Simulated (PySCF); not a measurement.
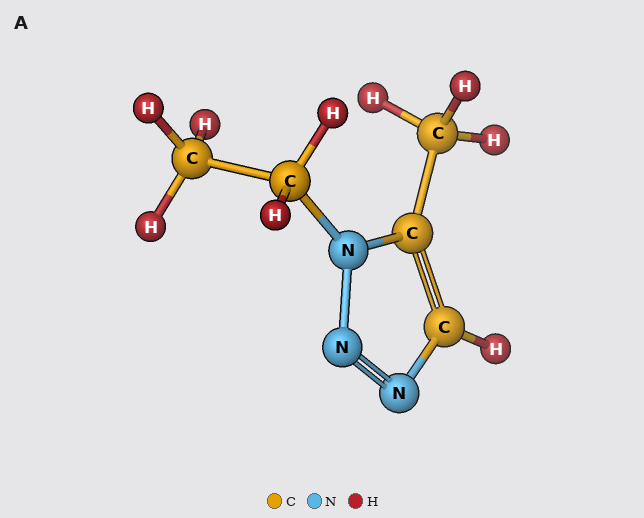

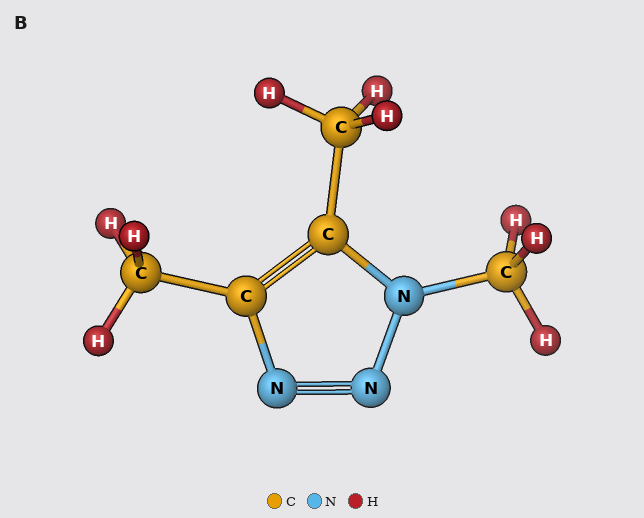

2 stationary structures of one formula. Geometries: GFN2-xTB. Electronic energies: PBE0/pcSseg-1 (PySCF 2.14.0), without zero-point energy. No frequency run is at hand to confirm each as a minimum. Each is one conformer, not always the lowest.

Which structure is the most stable?

Answer. B is lowest; A lies 0.113 eV above it. A is `CCn1nncc1C`, B is `Cc1nnn(C)c1C`.
